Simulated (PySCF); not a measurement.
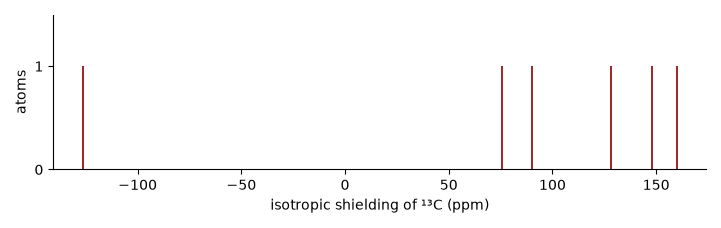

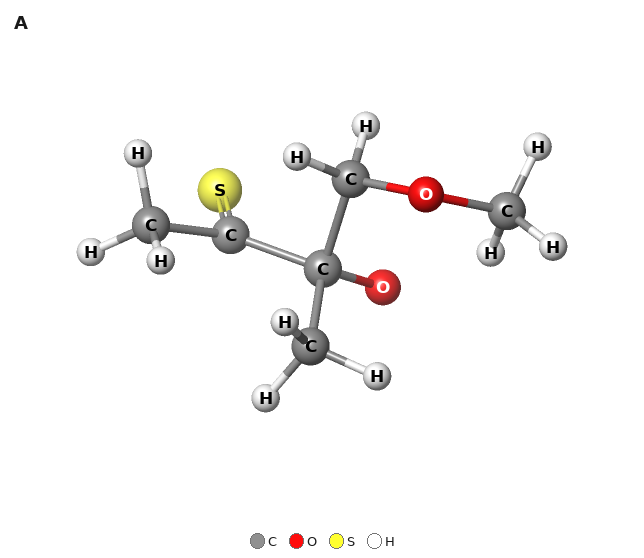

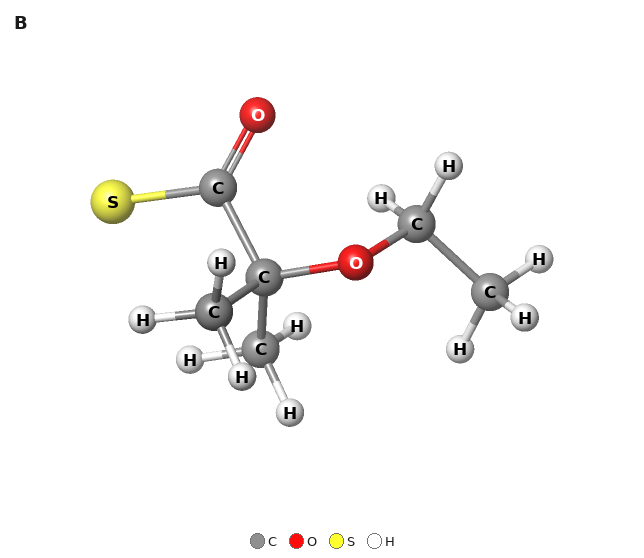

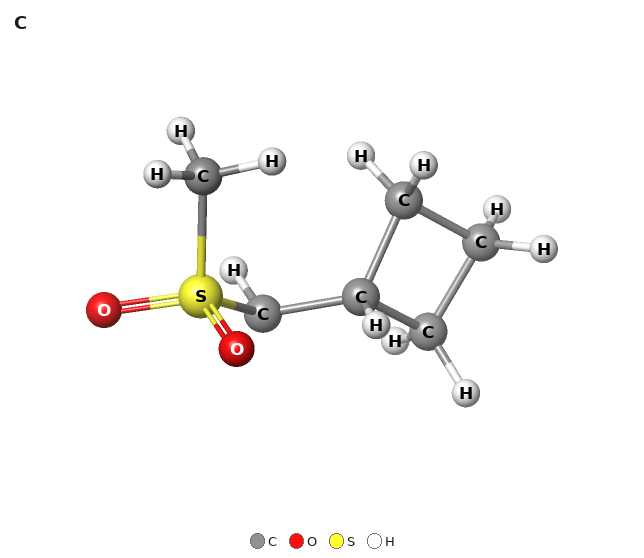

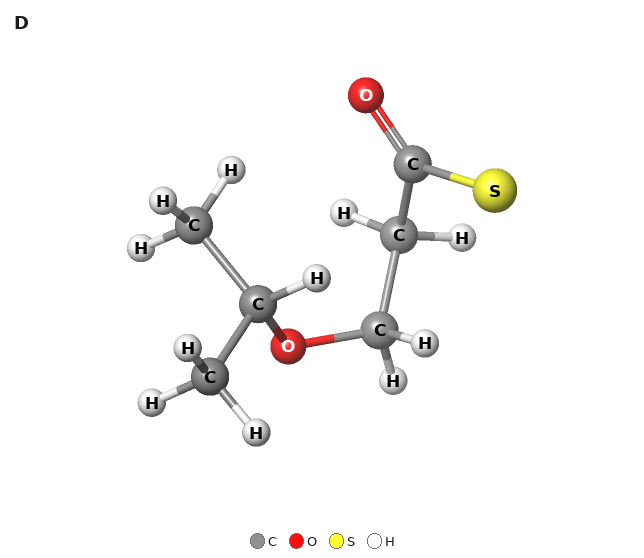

The sticks are computed shieldings of one of the molecules, for one fixed geometry (GFN2-xTB) without averaging over rotations. Low shielding means a high chemical shift. Method: GIAO PBE0/pcSseg-1 NMR shielding, non-relativistic, gas phase (PySCF 2.14.0).

Question: Match the spectrum to a structure.

Answer: A, `COC[C@](C)([O-])C(C)=S`. Its 6 C atoms give lines at −126.4, 75.8, 90.0, 128.4, 148.1, 159.8 ppm.
